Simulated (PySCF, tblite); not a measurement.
# C5H13NO3Si: geometry, infrared bands and NMR shifts

Aim: predict the infrared bands and NMR shifts of C5H13NO3Si (`CCC(=O)O[Si@H](O)N(C)C`).

The runs use tblite 0.8.0 and PySCF 2.14.0, with density-fitted response routines of our own; the level of theory stands in each step. All values are computed, except where a source is named. Atoms are numbered from 0 throughout.

## 1. Starting geometry

23 atoms, charge 0, multiplicity 1; geometry from: force field or distance geometry start.

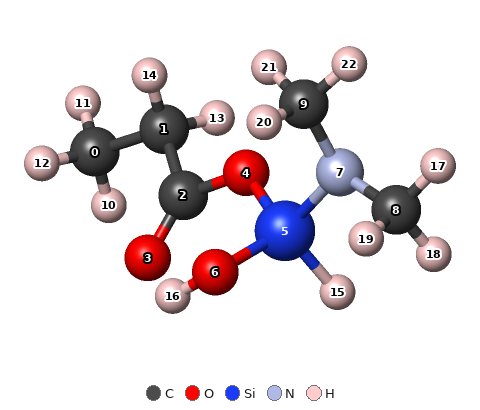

As it starts; carbon dark grey, oxygen red, silicon blue, nitrogen light blue, hydrogen pink, atoms numbered.

## 2. Optimising the geometry with GFN2-xTB

What the job is given:

```
{"job": {"kind": "relax", "xc": "GFN2-xTB", "basis": "xTB"}, "charge": 0, "multiplicity": 1}
C      4.148700     0.041100     0.319000
C      2.741100     0.650400     0.321100
C      1.677800    -0.417200     0.293000
O      1.869200    -1.612600     0.221800
O      0.450800     0.179100     0.322300
Si    -0.957500    -0.676700     0.330000
O     -0.933900    -1.880800    -0.793700
N     -2.214200     0.385000    -0.129600
C     -3.613500    -0.012300     0.094800
C     -2.153000     1.115000    -1.398300
H      4.289000    -0.613600     1.181900
H      4.893000     0.830700     0.354000
H      4.299400    -0.549400    -0.574800
H      2.619100     1.237700     1.239700
H      2.621700     1.305800    -0.539300
H     -1.241800    -1.214600     1.688200
H     -0.122400    -2.416100    -0.760100
H     -4.291300     0.847800     0.004300
H     -3.765700    -0.396200     1.114400
H     -3.941200    -0.775000    -0.611800
H     -2.335800     0.466900    -2.258000
H     -1.169400     1.591700    -1.536900
H     -2.874600     1.940200    -1.416800
```

The run is started by

```console
$ OMP_NUM_THREADS=1 python probes_run.py task.json out
```

This one command runs all jobs of the session in turn.

The log of the run:

```text
step      E/eV     max force
  0    -933.80189    1.499
  1    -933.91269    0.999
  2    -933.94189    0.748
  3    -933.96229    0.519
  4    -933.97334    0.284
  5    -933.98249    0.273
  6    -933.98994    0.288
  7    -933.99573    0.182
  8    -934.00035    0.190
  9    -934.00492    0.141
 10    -934.00928    0.198
 11    -934.01326    0.163
 12    -934.01729    0.146
 13    -934.02151    0.171
 14    -934.02532    0.144
 15    -934.02833    0.114
 16    -934.03086    0.118
 17    -934.03346    0.140
 18    -934.03607    0.148
 19    -934.03834    0.113
 20    -934.04033    0.111
 21    -934.04239    0.118
 22    -934.04460    0.111
 23    -934.04653    0.095
 24    -934.04783    0.066
 25    -934.04866    0.059
 26    -934.04924    0.066
 27    -934.04978    0.069
 28    -934.05044    0.068
 29    -934.05140    0.077
 30    -934.05268    0.086
 31    -934.05398    0.090
 32    -934.05498    0.070
 33    -934.05575    0.069
 34    -934.05653    0.068
 35    -934.05737    0.081
 36    -934.05810    0.070
 37    -934.05872    0.051
 38    -934.05936    0.057
 39    -934.06009    0.072
 40    -934.06078    0.073
 41    -934.06134    0.048
 42    -934.06189    0.062
 43    -934.06265    0.071
 44    -934.06375    0.101
 45    -934.06498    0.095
 46    -934.06604    0.079
 47    -934.06692    0.071
 48    -934.06768    0.062
 49    -934.06821    0.088
 50    -934.06882    0.054
 51    -934.06923    0.045
 52    -934.06965    0.053
 53    -934.06996    0.059
 54    -934.07033    0.040
 55    -934.07054    0.030
 56    -934.07068    0.023
 57    -934.07082    0.028
 58    -934.07096    0.033
 59    -934.07110    0.029
 60    -934.07125    0.026
 61    -934.07138    0.026
 62    -934.07146    0.018
 63    -934.07153    0.018
 64    -934.07161    0.026
 65    -934.07172    0.038
 66    -934.07186    0.039
 67    -934.07197    0.026
 68    -934.07205    0.019
 69    -934.07216    0.025
 70    -934.07230    0.039
 71    -934.07248    0.042
 72    -934.07265    0.028
 73    -934.07282    0.028
 74    -934.07304    0.048
 75    -934.07335    0.062
 76    -934.07371    0.055
 77    -934.07400    0.032
 78    -934.07420    0.033
 79    -934.07438    0.041
 80    -934.07462    0.051
 81    -934.07487    0.040
 82    -934.07507    0.027
 83    -934.07521    0.029
 84    -934.07536    0.049
 85    -934.07555    0.054
 86    -934.07575    0.040
 87    -934.07589    0.022
 88    -934.07599    0.020
 89    -934.07606    0.028
 90    -934.07613    0.024
 91    -934.07622    0.025
 92    -934.07631    0.022
 93    -934.07641    0.022
 94    -934.07652    0.024
 95    -934.07663    0.023
 96    -934.07676    0.027
 97    -934.07689    0.030
 98    -934.07702    0.030
 99    -934.07716    0.028
100    -934.07733    0.029
101    -934.07758    0.036
102    -934.07790    0.043
103    -934.07820    0.038
104    -934.07841    0.032
105    -934.07860    0.035
106    -934.07881    0.037
107    -934.07917    0.036
108    -934.07948    0.027
109    -934.07972    0.033
110    -934.07992    0.037
111    -934.08012    0.034
112    -934.08030    0.024
113    -934.08039    0.020
114    -934.08047    0.020
115    -934.08056    0.022
116    -934.08068    0.029
117    -934.08083    0.029
118    -934.08098    0.048
119    -934.08114    0.035
120    -934.08133    0.027
121    -934.08156    0.032
122    -934.08176    0.044
123    -934.08198    0.033
124    -934.08221    0.030
125    -934.08239    0.038
126    -934.08253    0.031
127    -934.08268    0.026
128    -934.08293    0.041
129    -934.08316    0.032
130    -934.08345    0.029
131    -934.08368    0.033
132    -934.08385    0.039
133    -934.08411    0.039
134    -934.08461    0.043
135    -934.08532    0.075
136    -934.08601    0.104
137    -934.08679    0.093
138    -934.08786    0.134
139    -934.08606    0.256
140    -934.08974    0.058
141    -934.09097    0.075
142    -934.09211    0.283
143    -934.09684    0.112
144    -934.09995    0.093
145    -934.10144    0.295
146    -934.10803    0.099
147    -934.11119    0.093
148    -934.11507    0.180
149    -934.11805    0.090
150    -934.11924    0.083
151    -934.12247    0.119
152    -934.12502    0.128
153    -934.12878    0.110
154    -934.13059    0.091
155    -934.13302    0.093
156    -934.13474    0.134
157    -934.13617    0.101
158    -934.13672    0.167
159    -934.13799    0.064
160    -934.13847    0.055
161    -934.13896    0.054
162    -934.13944    0.047
163    -934.13984    0.054
164    -934.14037    0.051
165    -934.14087    0.062
166    -934.14145    0.055
167    -934.14254    0.063
168    -934.14357    0.079
169    -934.14466    0.087
170    -934.14556    0.061
171    -934.14641    0.049
172    -934.14708    0.065
173    -934.14774    0.065
174    -934.14838    0.044
175    -934.14884    0.050
176    -934.14907    0.045
177    -934.14933    0.034
178    -934.14983    0.035
179    -934.15008    0.035
180    -934.15040    0.033
181    -934.15072    0.046
182    -934.15106    0.036
183    -934.15133    0.033
184    -934.15152    0.030
185    -934.15165    0.022
186    -934.15177    0.025
187    -934.15192    0.037
188    -934.15210    0.034
189    -934.15232    0.035
190    -934.15256    0.033
191    -934.15284    0.036
192    -934.15314    0.037
193    -934.15344    0.033
194    -934.15367    0.025
195    -934.15382    0.019
196    -934.15390    0.018
197    -934.15396    0.017
198    -934.15401    0.017
199    -934.15406    0.018
200    -934.15412    0.018
201    -934.15417    0.016
202    -934.15423    0.016
203    -934.15430    0.018
204    -934.15437    0.019
205    -934.15442    0.014
206    -934.15447    0.014
207    -934.15450    0.016
208    -934.15453    0.016
209    -934.15456    0.013
210    -934.15459    0.009
```

Run time: 6.6 s. Hardware: 1 thread of Intel Xeon at 2.50GHz, shared host; peak memory 0.18 GiB.

Relaxation path: (not every step is listed)

```csv
step,energy from step 0 (eV),largest force (eV/Å)
0,0.0000,1.4992
1,-0.1108,0.9993
2,-0.1400,0.7481
3,-0.1604,0.5192
4,-0.1715,0.2840
5,-0.1806,0.2728
6,-0.1881,0.2879
7,-0.1938,0.1825
8,-0.1985,0.1900
27,-0.2479,0.0692
46,-0.2642,0.0786
65,-0.2698,0.0378
84,-0.2735,0.0486
103,-0.2763,0.0384
122,-0.2799,0.0441
141,-0.2891,0.0748
160,-0.3366,0.0552
179,-0.3482,0.0348
198,-0.3521,0.0175
205,-0.3525,0.0139
206,-0.3526,0.0137
207,-0.3526,0.0158
208,-0.3526,0.0157
209,-0.3527,0.0127
210,-0.3527,0.0095
```

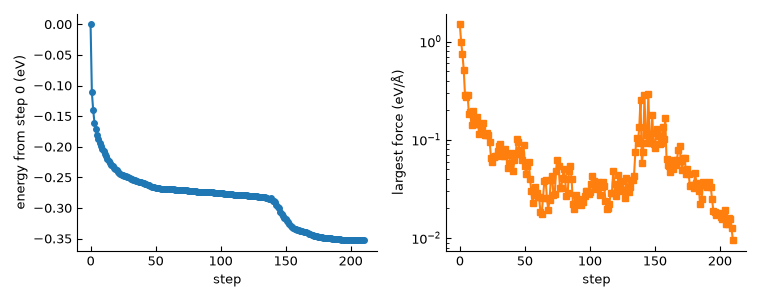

Energy and largest force along the relaxation.

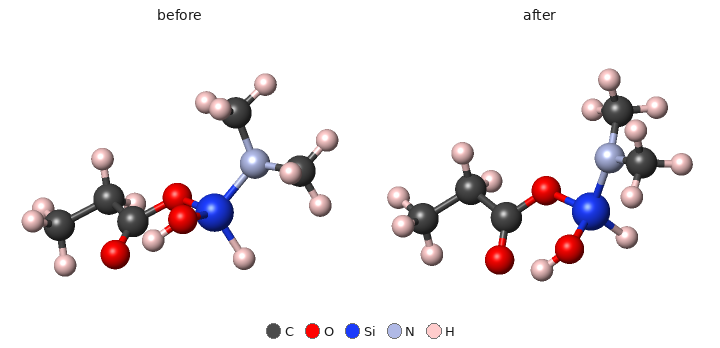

Before and after, at one scale.

Close pairs (by a distance rule), those that changed most:

```csv
bond,before (Å),after (Å),change (Å)
C2–O4,1.365,1.319,-0.045
Si5–O6,1.647,1.616,-0.031
N7–C8,1.472,1.443,-0.029
O4–Si5,1.648,1.675,+0.028
Si5–H15,1.488,1.465,-0.023
N7–C9,1.465,1.444,-0.021
C9–H21,1.102,1.086,-0.016
C8–H18,1.100,1.085,-0.015
```

The next job starts from the end point, and lists it.

## 3. Harmonic vibrations with GFN2-xTB

What the job is given:

```
{"job": {"kind": "ir", "xc": "GFN2-xTB", "basis": "xTB"}, "charge": 0, "multiplicity": 1}
C      4.055262    -0.110351     0.026342
C      2.705217     0.589800    -0.015562
C      1.574690    -0.321792     0.398825
O      1.718969    -1.448972     0.802210
O      0.395659     0.255932     0.270908
Si    -1.045059    -0.534462     0.597771
O     -0.968436    -2.120808     0.297895
N     -2.123750     0.136862    -0.543081
C     -3.408715    -0.491540    -0.730417
C     -2.151646     1.553691    -0.821512
H      4.254871    -0.481463     1.028048
H      4.846745     0.576441    -0.262339
H      4.059487    -0.959021    -0.652617
H      2.691259     1.451311     0.656765
H      2.482558     0.958923    -1.019140
H     -1.281587    -0.290648     2.022809
H     -0.115089    -2.530000     0.459306
H     -4.152849    -0.107799    -0.023170
H     -3.303185    -1.560659    -0.580811
H     -3.767348    -0.302756    -1.744483
H     -2.450019     1.713953    -1.860667
H     -1.160377     1.969395    -0.668265
H     -2.861410     2.080949    -0.173455
```

The log of the run:

```text
mode    cm-1     km/mol
  1      25.4      0.27
  2      34.2      1.54
  3      49.8      0.90
  4      66.5      1.45
  5     101.7      0.20
  6     159.5      0.16
  7     170.3      2.01
  8     181.3      0.64
  9     197.8     12.02
 10     211.8      0.49
 11     242.8      5.51
 12     264.9      2.92
 13     289.7      4.31
 14     323.3     52.88
 15     382.9     12.88
 16     396.2      7.58
 17     445.5    151.86
 18     556.2     34.35
 19     643.5      3.65
 20     683.5     74.39
 21     720.9     55.22
 22     749.6    114.12
 23     751.5    182.01
 24     815.8     37.49
 25     869.8    380.95
 26     916.6     54.26
 27     935.0    171.72
 28    1044.9     12.67
 29    1051.1    153.18
 30    1057.2      6.32
 31    1058.4     21.40
 32    1091.0      0.65
 33    1111.9      5.27
 34    1132.0      5.46
 35    1199.9    581.19
 36    1211.2     38.87
 37    1216.8      5.22
 38    1318.1    140.69
 39    1324.2     60.56
 40    1409.1      6.19
 41    1411.4      0.49
 42    1420.8      0.20
 43    1440.8     11.23
 44    1479.1      1.39
 45    1485.8      4.42
 46    1487.3      8.57
 47    1495.5      6.53
 48    1498.2      4.75
 49    1505.9      2.77
 50    1753.2    429.30
 51    2249.7    264.64
 52    2901.3     34.61
 53    2903.4    121.89
 54    2958.1     42.50
 55    2962.6     13.65
 56    2967.9     67.53
 57    2980.5     14.10
 58    3043.4     33.94
 59    3049.7     25.08
 60    3051.1     21.71
 61    3056.1     16.69
 62    3064.5     19.66
 63    3554.6     92.71
```

Wall time 3.9 s (1 thread of Intel Xeon at 2.50GHz, shared host); peak memory 0.18 GiB.

Which atoms move in the most intense modes:

```csv
cm⁻¹,km/mol,atoms
446,151.9,H16 73 %
752,182.0,"Si5 28 %, O4 16 %, H15 15 %, H16 14 %"
870,380.9,H16 56 %
935,171.7,"O6 51 %, Si5 40 %"
1051,153.2,"H21 30 %, C9 14 %, N7 12 %, C8 12 %"
1200,581.2,"C2 46 %, O4 29 %"
1753,429.3,"C2 63 %, O3 35 %"
2250,264.6,H15 97 %
```

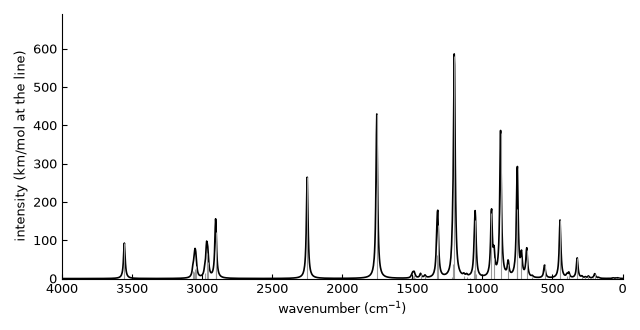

The infrared spectrum from these modes, unscaled. Lines are broadened to a width of 14 cm⁻¹ (Lorentzian).

## 4. NMR shieldings: PBE0/pcSseg-1

Same as in step 3 but for these lines:

```diff
@@ -1,2 +1,2 @@
-{"job": {"kind": "ir", "xc": "GFN2-xTB", "basis": "xTB"}, "charge": 0, "multiplicity": 1}
+{"job": {"kind": "nmr", "xc": "PBE0", "basis": "pcSseg-1"}, "charge": 0, "multiplicity": 1}
 C      4.055262    -0.110351     0.026342
```

Method: GIAO PBE0/pcSseg-1 NMR shielding, non-relativistic, gas phase.

The log of the run:

```text
coarse grid: 19440 points
cycle   1  E = -767.3464526603  dE =  1.498e+00  |g| = 1.160e+00  |ddm| = 4.205e+00
cycle   2  E = -766.9912871357  dE =  3.552e-01  |g| = 1.819e+00  |ddm| = 2.049e+00
cycle   3  E = -767.5759404821  dE = -5.847e-01  |g| = 2.895e-01  |ddm| = 1.429e+00
cycle   4  E = -767.5907333604  dE = -1.479e-02  |g| = 9.257e-02  |ddm| = 2.451e-01
cycle   5  E = -767.5920796367  dE = -1.346e-03  |g| = 2.395e-02  |ddm| = 6.482e-02
cycle   6  E = -767.5922034396  dE = -1.238e-04  |g| = 5.080e-03  |ddm| = 1.999e-02
cycle   7  E = -767.5922090284  dE = -5.589e-06  |g| = 9.456e-04  |ddm| = 4.404e-03
final grid: 182424 points
cycle   8  E = -767.6789217602  dE = -3.160e-05  |g| = 1.492e-02  |ddm| = 2.879e-02
cycle   9  E = -767.6788693686  dE =  5.239e-05  |g| = 2.241e-02  |ddm| = 2.551e-02
cycle  10  E = -767.6789646781  dE = -9.531e-05  |g| = 2.749e-03  |ddm| = 1.587e-02
cycle  11  E = -767.6789660771  dE = -1.399e-06  |g| = 5.084e-04  |ddm| = 1.898e-03
cycle  12  E = -767.6789661183  dE = -4.118e-08  |g| = 1.675e-04  |ddm| = 4.006e-04
cycle  13  E = -767.6789661237  dE = -5.403e-09  |g| = 2.778e-05  |ddm| = 1.192e-04
cycle  14  E = -767.6789661238  dE = -1.423e-10  |g| = 9.779e-06  |ddm| = 3.351e-05
converged SCF energy = -767.6789661238

GIAO shielding tensors (ppm)
atom      isotropic    diamagn.    paramagn.     s11        s22        s33       span
  0 C      176.185     243.172     -66.987    168.590    175.425    184.540     15.950
  1 C      154.300     251.157     -96.857    135.961    146.889    180.051     44.090
  2 C        4.824     251.370    -246.546    -93.357     37.337     70.490    163.847
  3 O      -93.626     404.698    -498.325   -355.422   -207.887    282.429    637.851
  4 O      106.988     409.231    -302.242    -35.357    163.029    193.293    228.650
  5 Si     390.961     886.247    -495.286    358.472    384.993    429.417     70.945
  6 O      279.412     393.778    -114.366    257.652    274.695    305.888     48.236
  7 N      233.225     330.160     -96.935    208.968    220.507    270.199     61.232
  8 C      150.395     242.081     -91.685    126.059    138.522    186.605     60.546
  9 C      149.116     247.383     -98.267    126.030    135.438    185.882     59.852
 10 H       30.359      27.498       2.861     26.080     28.662     36.335     10.255
 11 H       30.825      25.076       5.748     26.099     28.177     38.198     12.099
 12 H       30.516      28.262       2.254     26.261     28.879     36.407     10.146
 13 H       29.288      31.483      -2.195     24.538     29.967     33.358      8.820
 14 H       29.263      32.897      -3.634     24.199     30.261     33.329      9.130
 15 H       26.587      33.131      -6.543     23.629     24.337     31.796      8.167
 16 H       27.820      35.089      -7.270     17.219     24.632     41.608     24.388
 17 H       29.385      27.330       2.055     24.496     26.983     36.675     12.179
 18 H       28.389      28.880      -0.491     22.428     28.581     34.158     11.730
 19 H       29.355      28.052       1.303     24.917     26.774     36.374     11.457
 20 H       29.273      31.100      -1.828     25.092     26.595     36.131     11.040
 21 H       28.478      33.848      -5.370     22.458     29.225     33.752     11.294
 22 H       29.414      30.489      -1.075     24.938     26.822     36.482     11.544
```

It took 2.6 min on 1 thread of Intel Xeon at 2.50GHz, shared host; peak memory 1.1 GiB.

The references, computed at this level on geometries of the same kind, shield at (ppm): ¹H TMS 31.72, ¹³C TMS 186.9, ²⁹Si TMS 349.2, ¹⁵N NH3 267.7, ¹⁷O H2O 336.1. Their shielding less the atom's gives the shift. The references are single molecules in the gas phase, so shifts against H2O, NH3, PH3, H3PO4 or CFCl3 are not on the usual liquid scales and can be off by tens of ppm. Atoms listed in one row are averaged.

```csv
atoms,environment,σ (ppm),δ (ppm),δ scaled to CDCl3
C2,carbonyl carbon,4.8,182.1,175.8
"C8, C9",methyl carbon bonded to N,149.8,37.2,34.4
C1,sp3 CH2 α to a carbonyl,154.3,32.6,29.9
C0,methyl carbon,176.2,10.7,8.6
H15,"hydrogen on a silicon bonded to N, 2 O",26.59,5.13,–
H16,hydrogen on an oxygen bonded to Si,27.82,3.90,–
"H17, H18, H19, H20, H21, H22",hydrogen on a methyl carbon bonded to N,29.05,2.67,2.62
H14,hydrogen on an sp3 CH2 α to a carbonyl,29.26,2.45,2.42
H13,hydrogen on an sp3 CH2 α to a carbonyl,29.29,2.43,2.40
"H10, H11, H12",hydrogen on a methyl carbon,30.57,1.15,1.19
O3,carbonyl oxygen,-93.6,429.7,–
O4,"oxygen bonded to C, Si",107.0,229.1,–
O6,"oxygen bonded to Si, H",279.4,56.7,–
Si5,"silicon bonded to N, 2 O, H",391.0,-41.8,–
N7,"nitrogen bonded to 2 C, Si",233.2,34.5,–
```

The scaled column applies a straight-line fit of computed shieldings to shifts measured in CDCl3 (root-mean-square error 0.16 ppm for H, 1.9 ppm for C).

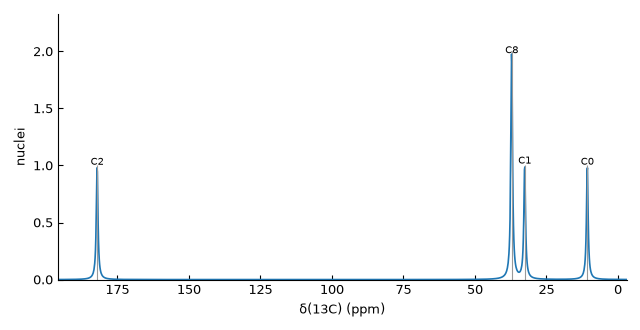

¹³C lines at the computed shifts, without couplings. Lines are broadened to a width of 0.69 ppm (Lorentzian).

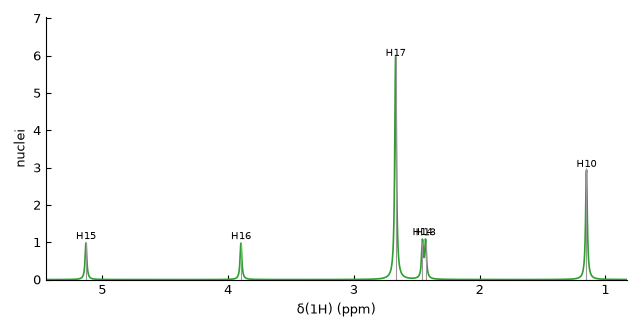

¹H lines at the computed shifts, without couplings. Lines are broadened to a width of 0.02 ppm (Lorentzian).

Charges from the same density, by scheme (e):

```csv
atoms,Mulliken,IAO,Hirshfeld,ESP fit
C0,-0.26,-0.42,-0.12,-0.37
C1,-0.29,-0.31,-0.07,0.00
C2,0.49,0.54,0.23,0.81
O3,-0.45,-0.48,-0.24,-0.59
O4,-0.59,-0.59,-0.18,-0.65
Si5,1.12,1.41,0.48,0.95
O6,-0.55,-0.80,-0.31,-0.76
N7,-0.77,-0.52,-0.18,-0.20
"C8, C9",-0.08,-0.30,-0.07,-0.40
```

Hirshfeld charges:

C0 -0.12; C1 -0.07; C2 0.23; O3 -0.24; O4 -0.18; Si5 0.48; O6 -0.31; N7 -0.18; C8 -0.07; C9 -0.07; H10 0.04; H11 0.04; H12 0.04; H13 0.05; H14 0.05; H15 -0.09; H16 0.15; H17 0.03; H18 0.05; H19 0.04; H20 0.04; H21 0.04; H22 0.03

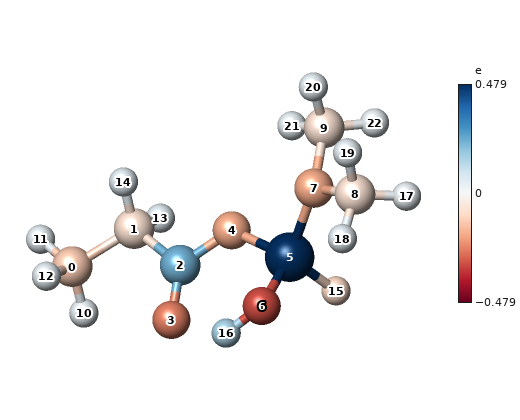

Hirshfeld charges, as colours on the atoms.

Mayer bond orders: C0–C1 1.06, C1–C2 0.97, C2–O3 1.91, C2–O4 1.09, O4–Si5 0.79, Si5–O6 1.09, Si5–N7 1.01, N7–C8 0.96, N7–C9 0.96.

## 5. Results

```
                                                               quantity                                   value
                              strongest single infrared mode (GFN2-xTB)                   1200 cm⁻¹, 581 km/mol
                                           zero-point energy (GFN2-xTB)                          114.6 kcal/mol
¹³C shifts against TMS (PBE0/pcSseg-1, means over atoms taken as alike)             182.1, 37.2, 32.6, 10.7 ppm
 ¹H shifts against TMS (PBE0/pcSseg-1, means over atoms taken as alike)  5.13, 3.90, 2.67, 2.45, 2.43, 1.15 ppm
                                 ¹⁷O shifts against H2O (PBE0/pcSseg-1)                  429.7, 229.1, 56.7 ppm
                                ²⁹Si shifts against TMS (PBE0/pcSseg-1)                               -41.8 ppm
                                 ¹⁵N shifts against NH3 (PBE0/pcSseg-1)                                34.5 ppm
```

**Reading.** Relaxing lowered the energy by 0.353 eV in 210 steps; the close pair that moved most is C2–O4, from 1.365 to 1.319 Å. All 63 modes are real, so the xTB geometry is a minimum. The strongest single mode, at 1200 cm⁻¹, moves mainly C2 and O4. Unscaled tight-binding wavenumbers are off by several per cent, some by more. Its intensities can rank the bands wrongly. At PBE0/pcSseg-1: Shielding is most anisotropic at O3 (span 638 ppm, paramagnetic term -498 ppm).
